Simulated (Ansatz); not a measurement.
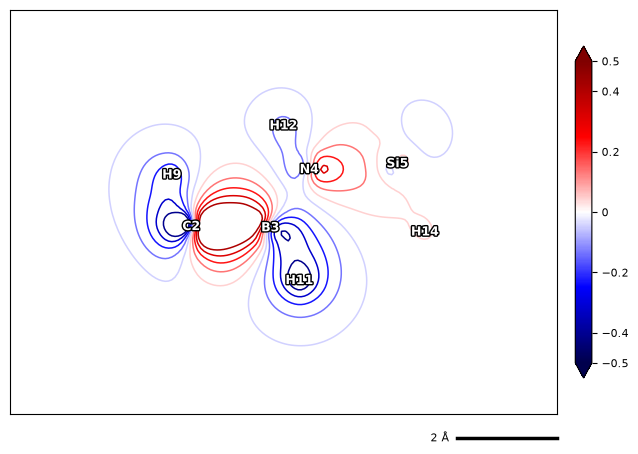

Figure 1: C2H10BNSi. The HOMO−1 on the plane of atoms B3, C2 and H9 (values in Å⁻³ᐟ²; the overall sign is arbitrary).

Level of theory: Ansatz 0.2.0, RKS B3LYP-D4/def2-SVP.

```json
{"atom": "C", "x (Å)": "-1.8964", "y (Å)": "-1.7103", "z (Å)": "-0.6218"}
{"atom": "C", "x (Å)": "-0.4287", "y (Å)": "-1.2779", "z (Å)": "-0.7733"}
{"atom": "B", "x (Å)": "0.0510", "y (Å)": "-0.2428", "z (Å)": "0.3188"}
{"atom": "N", "x (Å)": "0.7645", "y (Å)": "0.9305", "z (Å)": "-0.0024"}
{"atom": "Si", "x (Å)": "1.3768", "y (Å)": "2.1575", "z (Å)": "1.1021"}
{"atom": "H", "x (Å)": "-2.1792", "y (Å)": "-2.4826", "z (Å)": "-1.3558"}
{"atom": "H", "x (Å)": "-2.0899", "y (Å)": "-2.1203", "z (Å)": "0.3832"}
{"atom": "H", "x (Å)": "-2.5849", "y (Å)": "-0.8598", "z (Å)": "-0.7616"}
{"atom": "H", "x (Å)": "-0.2437", "y (Å)": "-0.9056", "z (Å)": "-1.7987"}
{"atom": "H", "x (Å)": "0.2180", "y (Å)": "-2.1719", "z (Å)": "-0.6610"}
{"atom": "H", "x (Å)": "-0.1804", "y (Å)": "-0.4532", "z (Å)": "1.4917"}
{"atom": "H", "x (Å)": "0.9417", "y (Å)": "1.0892", "z (Å)": "-0.9943"}
{"atom": "H", "x (Å)": "2.8499", "y (Å)": "2.3294", "z (Å)": "0.9222"}
{"atom": "H", "x (Å)": "1.0798", "y (Å)": "1.7210", "z (Å)": "2.4908"}
{"atom": "H", "x (Å)": "0.7364", "y (Å)": "3.4801", "z (Å)": "0.8327"}
```

> Describe this orbital and give its energy.

It lies mainly on C2 (about 30 %), B3 (about 25 %), H11 (about 15 %) and C1 (about 10 %). Its energy is −7.98 eV.
